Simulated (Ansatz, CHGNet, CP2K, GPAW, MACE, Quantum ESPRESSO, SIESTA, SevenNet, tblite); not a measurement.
# C(111) slab, H on the bottom face (99 atoms) in Quantum ESPRESSO

How do the settings of Quantum ESPRESSO change the result for C(111) slab, H on the bottom face (99 atoms)? A plane-wave run serves as the yardstick.

Method: the method is named at each step, in Quantum ESPRESSO 7.5.

## (1) Starting point

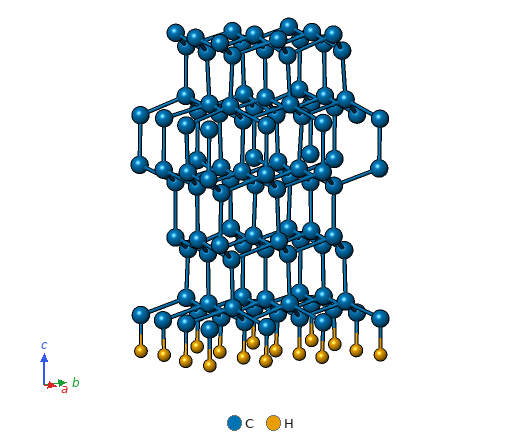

Start, viewed from the side, with the c axis up; carbon blue, hydrogen orange. Some periodic images of atoms are drawn too.

The cell holds 99 atoms: 90 C and 9 H. Cell: a = 7.567 Å, b = 7.567 Å, c = 21.842 Å, α = 90.0°, β = 90.0°, γ = 120.0°. It derives from C (diamond-structure). Diamond-structure C (a = 3.567 Å), (111) slab of 10 atomic planes, 3 x 3 surface cells, H on the broken bonds of the bottom face, 12 Å of vacuum; displaced by a Gaussian of 0.02 Å. Then every atom was moved at random, 0.03 Å r.m.s. a Cartesian component (hydrogen 0.6 of that). Regions: slab, 90 atoms (90 C); hydrogen, 9 atoms (9 H). Vacuum lies along c.

The yardstick, on the same geometry:

```
method                 : Kohn-Sham DFT, PBE, PAW, plane waves (Ansatz 0.2.0); cutoff 420 eV, Γ point, fermi-dirac smearing of 0.05 eV; PAW set soft_2
r.m.s. force component : 1.862 eV/Å
longest force          : 6.641 eV/Å
SCF cycles             : 25
time                   : 14 s on 4 threads of Intel Xeon 6975P-C (Granite Rapids), shared host
CPU time               : 47 s
```

## (2) PBE, sssp-1.3.0-efficiency, 45/360 Ry

Method: Kohn-Sham DFT, PBE, SSSP efficiency 1.3.0 pseudopotentials, plane waves.

The input, pw.in:

```
&control
  calculation = 'scf'
  pseudo_dir = './pseudo'
  outdir = './tmp'
  disk_io = 'none'
  tprnfor = .true.
/
&system
  ibrav = 0
  nat = 99
  ntyp = 2
  ecutwfc = 45
  ecutrho = 360
  nosym = .true.
  occupations = 'smearing'
  smearing = 'fd'
  degauss = 0.003675
/
&electrons
  conv_thr = 5.0e-07
  electron_maxstep = 100
  mixing_beta = 0.2
  mixing_mode = 'local-TF'
  diagonalization = 'david'
/
ATOMIC_SPECIES
C 12.011 C.upf
H 1.008 H.upf
CELL_PARAMETERS angstrom
7.56675 0.00000 0.00000
-3.78337 6.55300 0.00000
0.00000 0.00000 21.84249
ATOMIC_POSITIONS crystal
C 0.44636 0.89411 0.34786
C 0.33013 0.99984 0.32526
C 0.22707 0.77544 0.44035
C 0.44745 0.88750 0.42004
C 0.33636 0.00123 0.53707
C 0.23237 0.78501 0.51323
C 0.45634 0.89776 0.62978
C 0.33281 0.00496 0.60934
C 0.22779 0.77845 0.72427
C 0.44933 0.89462 0.70346
C 0.44464 0.55423 0.34876
C 0.33867 0.66938 0.32470
C 0.22001 0.44161 0.44576
C 0.44718 0.55315 0.41919
C 0.33619 0.67145 0.53821
C 0.22291 0.43784 0.51390
C 0.44463 0.55449 0.63259
C 0.32612 0.66530 0.60389
C 0.22412 0.44937 0.72313
C 0.43960 0.55281 0.69937
C 0.78039 0.88816 0.34731
C 0.66348 0.00142 0.32740
C 0.55356 0.77782 0.44353
C 0.77210 0.88303 0.41939
C 0.66589 0.00936 0.53981
C 0.54470 0.77735 0.51205
C 0.77352 0.89066 0.63134
C 0.67437 0.99733 0.60632
C 0.55949 0.78005 0.72349
C 0.77545 0.86972 0.70032
C 0.44563 0.21985 0.34777
C 0.33358 0.33958 0.32365
C 0.22086 0.11683 0.43764
C 0.43873 0.21910 0.41806
C 0.33673 0.33788 0.53510
C 0.23041 0.11308 0.51556
C 0.44657 0.22476 0.62875
C 0.33085 0.32916 0.61092
C 0.22357 0.11716 0.72571
C 0.44028 0.21216 0.70166
C 0.78342 0.55937 0.34943
C 0.66403 0.66589 0.32520
C 0.55072 0.44068 0.44206
C 0.77332 0.55323 0.41909
C 0.66162 0.66132 0.53533
C 0.55678 0.45034 0.51322
C 0.77853 0.56398 0.62969
C 0.68319 0.67264 0.60939
C 0.55745 0.44392 0.72489
C 0.77318 0.55025 0.69845
C 0.11189 0.88858 0.34600
C 0.00505 0.00088 0.32594
C 0.88352 0.77600 0.44250
C 0.11219 0.89400 0.41992
C 0.99893 0.99620 0.53720
C 0.88303 0.77797 0.51373
[... 39 atom lines left out ...]
H 0.00269 0.00272 0.27500
H 0.66980 0.33462 0.27428
H 0.99595 0.66303 0.27675
H 0.00341 0.33123 0.27640
K_POINTS gamma
```

Command:

```bash
OMP_NUM_THREADS=1 mpirun -np 4 pw.x -in pw.in > output.txt
```

What it wrote:

```text
Program PWSCF
     gamma-point specific algorithms are used
     Message from routine set_sym_bl:
     NOTICE: Symmetry group for Bravais lattice is not a group (16) - symmetries are disabled
     one sub-group per band group will be used
     scalapack distributed-memory algorithm (size of sub-group:  2*  2 procs)
     Parallelization info
     sticks:   dense  smooth     PW     G-vecs:    dense   smooth      PW
     Min        1267     631    158               210743    74495    9326
     Max        1270     632    160               210766    74508    9344
     Sum        5077    2527    637               843033   298011   37349
     bravais-lattice index     =            0
     lattice parameter (alat)  =      14.2991  a.u.
     unit-cell volume          =    7308.8374 (a.u.)^3
     number of atoms/cell      =           99
     number of atomic types    =            2
     number of electrons       =       369.00
     number of Kohn-Sham states=          222
     kinetic-energy cutoff     =      45.0000  Ry
     charge density cutoff     =     360.0000  Ry
     scf convergence threshold =      5.0E-07
     mixing beta               =       0.2000
     number of iterations used =            8  local-TF  mixing
     Exchange-correlation= PBE
                           (   1   4   3   4   0   0   0)
     crystal axes: (cart. coord. in units of alat)
               a(1) = (   1.000000   0.000000   0.000000 )
               a(2) = (  -0.499999   0.866026   0.000000 )
               a(3) = (   0.000000   0.000000   2.886641 )
     reciprocal axes: (cart. coord. in units 2 pi/alat)
               b(1) = (  1.000000  0.577349 -0.000000 )
               b(2) = (  0.000000  1.154700  0.000000 )
               b(3) = (  0.000000 -0.000000  0.346423 )
     PseudoPot. # 1 for C :
     Pseudo is Projector augmented-wave + core cor, Zval =  4.0
     PseudoPot. # 2 for H :
     Pseudo is Ultrasoft, Zval =  1.0
     atomic species   valence    mass     pseudopotential
     C                 4.00    12.01100     C ( 1.00)
     H                 1.00     1.00800     H ( 1.00)
     No symmetry found
   Cartesian axes
     number of k points=     1  Fermi-Dirac smearing, width (Ry)=  0.0037
                       cart. coord. in units 2pi/alat
        k(    1) = (   0.0000000   0.0000000   0.0000000), wk =   2.0000000
     Dense  grid:   421517 G-vectors     FFT dimensions: (  90,  90, 250)
     Smooth grid:   149006 G-vectors     FFT dimensions: (  64,  64, 180)
     Check: negative core charge=   -0.000009
     Initial potential from superposition of free atoms
     starting charge     368.9962, renormalised to     369.0000
     negative rho (up, down):  1.005E-03 0.000E+00
     Starting wfcs are  369 randomized atomic wfcs
     Self-consistent Calculation
     iteration #  1     ecut=    45.00 Ry     beta= 0.20
     negative rho (up, down):  7.950E-06 0.000E+00
     total energy              =   -1668.51466350 Ry
     estimated scf accuracy    <       7.55654314 Ry
     iteration #  2     ecut=    45.00 Ry     beta= 0.20
     negative rho (up, down):  7.251E-07 0.000E+00
     total energy              =   -1668.15980500 Ry
     estimated scf accuracy    <       5.92631696 Ry
     iteration #  3     ecut=    45.00 Ry     beta= 0.20
     total energy              =   -1666.47875463 Ry
     estimated scf accuracy    <       4.47529324 Ry
     iteration #  4     ecut=    45.00 Ry     beta= 0.20
     total energy              =   -1666.75791405 Ry
     estimated scf accuracy    <       0.98640347 Ry
     iteration #  5     ecut=    45.00 Ry     beta= 0.20
     total energy              =   -1666.78795790 Ry
     estimated scf accuracy    <       0.42724889 Ry
     iteration #  6     ecut=    45.00 Ry     beta= 0.20
     total energy              =   -1666.78332270 Ry
     estimated scf accuracy    <       0.27648112 Ry
[...]
negative rho (up, down):  6.891E-08 0.000E+00
[...]
negative rho (up, down):  3.170E-06 0.000E+00
[...]
negative rho (up, down):  3.012E-05 0.000E+00
[...]
total energy              =   -1666.71601212 Ry
[...]
iteration # 49     ecut=    45.00 Ry     beta= 0.20
[...]
total energy              =   -1666.71601204 Ry
     estimated scf accuracy    <       0.00000166 Ry
     iteration # 50     ecut=    45.00 Ry     beta= 0.20
     negative rho (up, down):  2.018E-03 0.000E+00
     total energy              =   -1666.71601210 Ry
     estimated scf accuracy    <       0.00000058 Ry
     iteration # 51     ecut=    45.00 Ry     beta= 0.20
     negative rho (up, down):  1.842E-03 0.000E+00
     End of self-consistent calculation
          k = 0.0000 0.0000 0.0000 ( 18675 PWs)   bands (ev):
   -17.5415 -16.7650 -15.5449 -15.1271 -14.9574 -14.8817 -14.8129 -14.7339
   -14.6954 -14.2993 -14.2221 -14.0933 -14.0740 -13.9863 -13.9686 -13.9425
   -13.1403 -13.0360 -12.9001 -12.8205 -12.7874 -12.7034 -12.4010 -11.7053
   -11.5919 -11.5135 -11.4251 -11.3501 -11.3116 -10.5103 -10.4060 -10.3314
   -10.2903 -10.2471 -10.2349 -10.1742 -10.1477  -9.9581  -9.9336  -9.8385
    -9.7929  -9.6983  -9.5969  -8.9907  -8.8748  -8.6686  -8.0549  -7.8549
[...]
8.1011   8.1918   8.2746   8.3967   8.4654   8.8196   8.8574   8.9022
     9.0286   9.0736   9.1181   9.2454   9.3356   9.3738   9.4870   9.5348
     9.5665   9.6101   9.7307   9.7940   9.9407  10.0048  10.1487  10.2487
    10.3091  10.3289  10.3799  10.4272  10.5364  10.5929
     the Fermi energy is     4.6665 ev
!    total energy              =   -1666.71601192 Ry
     estimated scf accuracy    <       0.00000045 Ry
     smearing contrib. (-TS)   =      -0.03317718 Ry
     internal energy E=F+TS    =   -1666.68283474 Ry
     The total energy is F=E-TS. E is the sum of the following terms:
     one-electron contribution =  -17558.74351889 Ry
     hartree contribution      =    8937.72135656 Ry
     xc contribution           =    -427.00726590 Ry
     ewald contribution        =    7935.94295239 Ry
     one-center paw contrib.   =    -554.59635891 Ry
     convergence has been achieved in  51 iterations
     negative rho (up, down):  1.842E-03 0.000E+00
     Forces acting on atoms (cartesian axes, Ry/au):
     atom    1 type  1   force =     0.00338958   -0.06219060   -0.00295780
     atom    2 type  1   force =     0.05014821    0.01570292    0.04315910
     atom    3 type  1   force =    -0.05817058    0.07045943    0.07117664
     atom    4 type  1   force =    -0.03720613    0.02716085   -0.06485654
     atom    5 type  1   force =     0.02857666   -0.00181959   -0.00147625
     atom    6 type  1   force =    -0.10075672   -0.07803481   -0.00978386
[...]
atom   97 type  2   force =     0.00106292    0.00900542   -0.01217044
     atom   98 type  2   force =    -0.00713024    0.00102018   -0.05286091
     atom   99 type  2   force =    -0.00167425   -0.00547251   -0.08530410
     Total force =     1.249698     Total SCF correction =     0.001634
     Message from routine punch:
     Nothing written, as per user request (disk_io='none')
```

The job ended after 3.4 min (4 MPI ranks of Intel Xeon 6975P-C (Granite Rapids), shared host; peak memory 2.7 GiB).

Banners, paths, timers and routine set-up lines are dropped from the logs unmarked, and long logs keep their key lines alone; longer cuts are marked.

Against the reference:

```
r.m.s. force component                  : 1.864 eV/Å
r.m.s. difference of force components   : 5.535 meV/Å
longest difference of force vectors     : 22.42 meV/Å
force difference over r.m.s. force      : 0.2972 %
slope of forces against the reference's : 1.001
correlation of force components         : 1
```

Length of the force difference by element (eV/Å):

```csv
element,atoms,mean,most
C,90,0.007,0.021
H,9,0.018,0.022
```

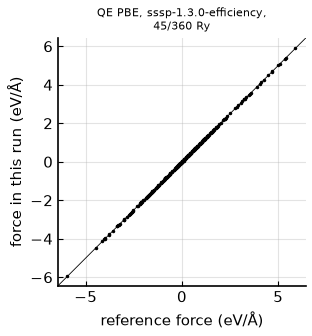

Force components against those of the reference; the line marks equality.

The surroundings of C39, picked at random, nearest first, numbered as they follow in the input and with coordinates relative to it.

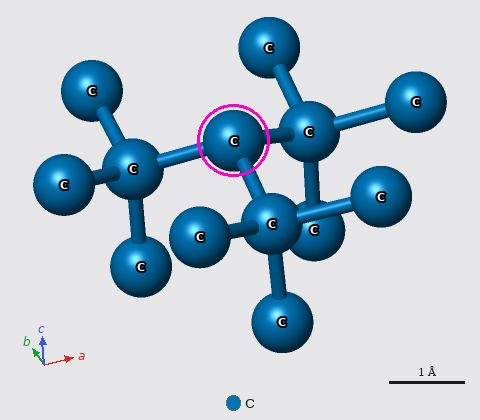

The atoms of the table, within 2.6 Å (arrows a, b, c point along x, y, z); some may hide others; the central atom is ringed.

```csv
atom,x,y,z,distance (Å),bonds,Fx,Fy,Fz (eV/Å)
C39,0.00,0.00,0.00,0.00,3,0.96,-1.71,-3.98
C90,-1.23,0.69,-0.50,1.50,4,-0.67,-0.18,5.02
C40,1.28,0.62,-0.53,1.52,4,0.36,1.63,5.09
C60,-0.02,-1.47,-0.51,1.56,4,0.94,-1.04,5.41
C87,-1.22,0.68,-2.02,2.46,4,-1.84,0.79,-2.20
C89,-2.47,-0.07,-0.02,2.47,3,-0.64,0.32,-3.29
C49,1.29,2.14,-0.02,2.50,3,-0.06,-0.43,-4.13
C19,-1.25,2.18,-0.06,2.51,3,0.42,-0.99,-3.34
C57,0.02,-1.52,-2.04,2.55,4,-0.79,1.16,-1.51
C37,1.28,0.71,-2.12,2.57,4,-0.29,-0.36,1.16
C9,1.31,-2.22,-0.03,2.58,3,-1.58,0.29,-3.59
C69,2.58,-0.12,0.00,2.58,3,-1.54,3.47,-3.75
C59,-1.30,-2.24,0.02,2.59,3,2.28,-1.46,-3.80
```

Forces lie 0.30 % from the reference's, at 17 times its CPU time.

## (3) PBE, sssp-1.3.0-efficiency, 30/240 Ry

Method: Kohn-Sham DFT, PBE, SSSP efficiency 1.3.0 pseudopotentials, plane waves.

pw.in: that of step 2 with these lines changed.

```diff
@@ -11,4 +11,4 @@
   ntyp = 2
-  ecutwfc = 45
-  ecutrho = 360
+  ecutwfc = 30
+  ecutrho = 240
   nosym = .true.
```

Command:

```bash
OMP_NUM_THREADS=1 mpirun -np 2 pw.x -in pw.in > output.txt
```

What it wrote:

```text
[banner, memory and clock lines left out]
Program PWSCF
     gamma-point specific algorithms are used
     Message from routine set_sym_bl:
     NOTICE: Symmetry group for Bravais lattice is not a group (16) - symmetries are disabled
     bravais-lattice index     =            0
     lattice parameter (alat)  =      14.2991  a.u.
     unit-cell volume          =    7308.8374 (a.u.)^3
     number of atoms/cell      =           99
     number of atomic types    =            2
     number of electrons       =       369.00
[... lines left out ...]
     scf convergence threshold =      5.0E-07
[... lines left out ...]
     number of k points=     1  Fermi-Dirac smearing, width (Ry)=  0.0037
[... lines left out ...]
     total energy              =   -1667.69647633 Ry
[... lines left out ...]
     total energy              =   -1667.32330429 Ry
[... lines left out ...]
     total energy              =   -1665.70124672 Ry
[... lines left out ...]
     total energy              =   -1665.91567589 Ry
[... lines left out ...]
     total energy              =   -1665.91567588 Ry
     estimated scf accuracy    <       0.00000050 Ry
     iteration # 48     ecut=    30.00 Ry     beta= 0.20
     negative rho (up, down):  5.617E-03 0.000E+00
     End of self-consistent calculation
          k = 0.0000 0.0000 0.0000 ( 10128 PWs)   bands (ev):
   -17.5756 -16.7968 -15.5745 -15.1601 -14.9904 -14.9141 -14.8456 -14.7661
   -14.7278 -14.3298 -14.2535 -14.1238 -14.1051 -14.0163 -13.9980 -13.9725
   -13.1681 -13.0656 -12.9277 -12.8491 -12.8152 -12.7317 -12.4282 -11.7324
[...]
9.0066   9.0487   9.0920   9.2331   9.3308   9.3524   9.3890   9.4636
     9.5513   9.5947   9.7272   9.7822   9.9499  10.0004  10.1465  10.2399
    10.3056  10.3235  10.3747  10.4220  10.5317  10.5931
     the Fermi energy is     4.6912 ev
!    total energy              =   -1665.91567552 Ry
     estimated scf accuracy    <       0.00000032 Ry
     smearing contrib. (-TS)   =      -0.03313769 Ry
     internal energy E=F+TS    =   -1665.88253783 Ry
     The total energy is F=E-TS. E is the sum of the following terms:
     one-electron contribution =  -17557.02775970 Ry
     hartree contribution      =    8936.76104417 Ry
     xc contribution           =    -426.88071092 Ry
     ewald contribution        =    7935.94294935 Ry
     one-center paw contrib.   =    -554.67806074 Ry
     convergence has been achieved in  48 iterations
     negative rho (up, down):  5.617E-03 0.000E+00
     Forces acting on atoms (cartesian axes, Ry/au):
     atom    1 type  1   force =     0.00396979   -0.06085663   -0.00453348
     atom    2 type  1   force =     0.04922353    0.01530526    0.04930207
     atom    3 type  1   force =    -0.05555074    0.06899756    0.06955382
[...]
atom   98 type  2   force =    -0.00714229    0.00086801   -0.05825220
     atom   99 type  2   force =    -0.00165527   -0.00564593   -0.09162807
     Total force =     1.230131     Total SCF correction =     0.000899
     Message from routine punch:
     Nothing written, as per user request (disk_io='none')
```

Run time: 3.5 min. Hardware: 2 MPI ranks; peak memory 1.5 GiB.

Compared with the plane-wave run:

| Property | Result |
| --- | --- |
| r.m.s. force component | 1.835 eV/Å |
| r.m.s. difference of force components | 53.98 meV/Å |
| longest difference of force vectors | 184 meV/Å |
| force difference over r.m.s. force | 2.898 % |
| slope of forces against the reference's | 0.9851 |
| correlation of force components | 0.9997 |
| energy less the same-level run's | 110 meV/atom |
| r.m.s. force difference from the same-level run | 54.71 meV/Å |

This is a coarse setting, run to see what it loses.

Against the first run (0.30 %), the force difference from the reference is 2.9 %, at 0.51 times the CPU time (on 2 against 4 cores): the cutoff matters here.

## (4) Side by side

Differences are against the plane-wave reference, forces as r.m.s. over components; share is that over the reference's r.m.s. force, slope the least-squares factor from reference forces to these. Total energies of different programs have different zeros and aren't compared.

```csv
run,"Δ force, r.m.s. (meV/Å)",share (%),slope,cores,CPU time,memory (GiB)
reference,-,-,-,4,47 s,1.3
"QE PBE, sssp-1.3.0-efficiency, 45/360 Ry",5.54,0.297,1.001,4,14 min,2.7
"QE PBE, sssp-1.3.0-efficiency, 30/240 Ry (coarse)",54.0,2.90,0.985,2,6.9 min,1.5
```

Rows marked coarse were listed beforehand as settings not expected to be converged; some can still land near the reference.

CPU time is summed over cores on a shared host, where runs went side by side, so it is rough. Symmetry, cutoffs, thresholds, outputs and thread counts weren't matched or tuned between programs; memory under MPI is the largest rank's times the ranks.

Within one program, basis, potentials and functional, energies share a zero. Each run against its twin at the usual cutoff or grid and solver:

```csv
run,twin,Δ energy (meV/atom),"Δ force, r.m.s. (meV/Å)",CPU time over the twin's
"QE PBE, sssp-1.3.0-efficiency, 30/240 Ry","sssp-1.3.0-efficiency, 45/360 Ry",110,54.7,0.51 (this twin ran on 4 cores)
```

A second geometry, displaced anew (every atom was moved at random, 0.04 Å r.m.s. a Cartesian component (hydrogen 0.6 of that)), gives an energy difference that all programs can be tested on. The reference puts it at 41.79 meV/atom.

```csv
run,energy less the first geometry's (meV/atom),error (meV/atom),force share at the second geometry (%)
"QE PBE, sssp-1.3.0-efficiency, 45/360 Ry",41.80,0.0151,0.281
"QE PBE, sssp-1.3.0-efficiency, 30/240 Ry",40.89,-0.894,2.76
```

## (5) Results

| Quantity | Value |
| --- | --- |
| nearest in forces | QE PBE, sssp-1.3.0-efficiency, 45/360 Ry, 0.30 % |
| its CPU time | 14 min |

**Reading.** PBE on plane waves or a grid with other potentials, cutoffs or grids, coarse settings apart, differs from the reference by 0.30 % (QE PBE, sssp-1.3.0-efficiency, 45/360 Ry) of the r.m.s. force; this holds the reference's own error, so differences of a few per cent don't tell which side is nearer the exact PBE result (QE's 45 Ry are 612 eV, against the reference's 420 eV). Runs with settings chosen to be coarse differ by 2.9 % (QE PBE, sssp-1.3.0-efficiency, 30/240 Ry), their programs' other errors included. None of the electronic-structure runs in the table takes under half the reference's CPU time of 47 s; they take 8.9 to 17 times as much. The energy difference between the two geometries, 41.8 meV/atom in the reference, is met best by QE PBE, sssp-1.3.0-efficiency, 45/360 Ry (+0.0151) and worst by QE PBE, sssp-1.3.0-efficiency, 30/240 Ry (coarse) (-0.894). The electron count is odd in these runs, and they have no spin polarisation, so the unpaired electron is spread evenly over both spins. The runs have no spin polarisation, so any moments at edges, vacancies or dangling bonds can't form. The electron count is odd and the run has no spin polarisation, so levels at the top are partly filled by construction. The electronic-structure runs sample only Γ, in a cell whose shortest periodic width is 7 Å, which is coarse for a cell with partly filled levels.

[Also dropped from logs without a mark: logging warnings of Python, and SIESTA's first energy breakdown and zero terms.]

[Logs are printed without paths, hosts, clocks, repeated set-up lines and the standing remarks that a program may print on its own settings, such as how far it seeks lower states.]

[Hosts, paths, dates, database ids (printed as entryN), source tags and the programs' standing remarks are cut or masked in the printed files.]
